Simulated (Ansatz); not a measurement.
# Mo: faces ranked by energy

Which of these faces of Mo costs least, and does the order hold when functional or mesh changes?

Calculated with Ansatz 0.2.0: Kohn-Sham DFT, PBE, PAW (set soft_2), plane waves; cutoff 420 eV, fermi-dirac smearing of 0.1 eV. Each cell was relaxed with PBE at fixed cell edges, then solved at the other levels. Its free energy less that of as many atoms of bulk Mo (15.777 Å³ an atom, mesh 17×17×17) is divided by the area of its two faces. Cutoffs: 420 eV for PBE and PBEsol; 500 eV for r2SCAN.

Mo(110), as built: Slab of Mo cut on (1 1 0), 11.2 Å thick, 2 x 2 surface cells, both faces free, 15 Å of vacuum; not relaxed. Lattice constants are starting values near those of PBE.

Mo(310), as built: Slab of Mo cut on (3 1 0), 12.0 Å thick, 2 x 1 surface cells, both faces free, 15 Å of vacuum; not relaxed. Lattice constants are starting values near those of PBE.

**Cells**

| cell | atoms | area (Å²) | k-mesh | gain on relaxing (J/m²) | neighbours missing (per Å²) | work function (eV) |
| --- | --- | --- | --- | --- | --- | --- |
| Mo(110) | 24 | 28.24 | 7×7×1 (relaxed on 5×5×1) | 0.073 | 0.567 | 4.55 |
| Mo(321) | 30 | 37.36 | 7×5×1 (relaxed on 5×4×1) | 0.199 | 0.642 | 4.20 |
| Mo(221) | 24 | 29.96 | 8×8×1 (relaxed on 6×6×1) | 0.230 | 0.668 | 4.06 |
| Mo(311) | 28 | 33.12 | 5×11×1 (relaxed on 3×7×1) | 0.297 | 0.664 | 3.88 |
| Mo(210) | 36 | 44.66 | 5×6×1 (relaxed on 3×4×1) | 0.230 | 0.627 | 4.10 |
| Mo(310) | 26 | 31.58 | 6×7×1 (relaxed on 4×5×1) | 0.291 | 0.633 | 3.90 |
| Mo(100) | 32 | 39.94 | 6×6×1 (relaxed on 4×4×1) | 0.294 | 0.601 | 3.84 |

Neighbours are counted within 3.28 Å in the cell as cut, where a bulk atom has 14; the deficit is per area of both faces. The work function is the vacuum level over the Fermi level.

**Surface energy**

In J/m²:

| cell | PBE | PBE, denser mesh | r2SCAN | PBEsol |
| --- | --- | --- | --- | --- |
| Mo(110) | 2.821 | 2.804 | 3.032 | 3.128 |
| Mo(321) | 3.019 | 3.019 | 3.246 | 3.345 |
| Mo(221) | 3.058 | 3.058 | 3.280 | 3.387 |
| Mo(311) | 3.075 | 3.075 | 3.305 | 3.413 |
| Mo(210) | 3.113 | 3.114 | 3.346 | 3.443 |
| Mo(310) | 3.116 | 3.117 | 3.347 | 3.445 |
| Mo(100) | 3.187 | 3.183 | 3.445 | 3.513 |

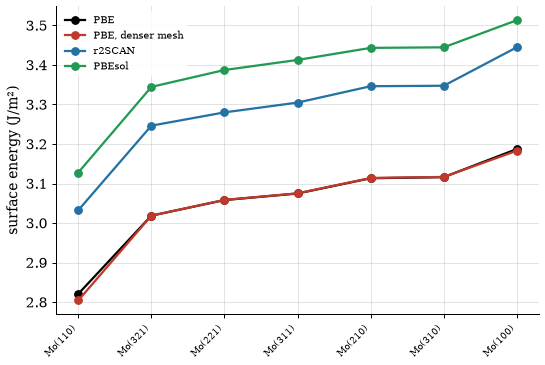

Surface energy by cell, in the order found with PBE.

**Findings**

With PBE the lowest is Mo(110) (2.82 J/m²) and the highest Mo(100) (3.19 J/m²), a ratio of 1.13. PBE on a denser mesh shifts the values by -0.02 to +0.00 J/m² over 7 cells and reverses no pair. r2SCAN shifts the values by +0.21 to +0.26 J/m² over 7 cells and reverses no pair. PBEsol shifts the values by +0.31 to +0.34 J/m² over 7 cells and reverses no pair. A pair counts as reversed only if it differs by over 0.02 J/m² at both levels. The energy follows only loosely the count of missing neighbours per area (correlation +0.46). The work function runs from 3.84 eV on Mo(100) to 4.55 eV on Mo(110).

Limits: The lattice constant is the typed one for every functional. Cells and bulk are sampled on unlike meshes, and thin cells carry size effects; differences of a few hundredths of a J/m² aren't resolved. No reconstruction was sought. Work functions of thin slabs are sensitive to thickness and mesh. These are free energies under a smearing of 0.1 eV, whose entropy term isn't removed. In some runs the program notes that the exchange-correlation potential is rough where the density is thin and positions were snapped to a detected symmetry. Further notices: bands taken in.

[Hosts, paths, dates, database ids (printed as entryN), source tags and the programs' standing remarks are cut or masked in the printed files.]
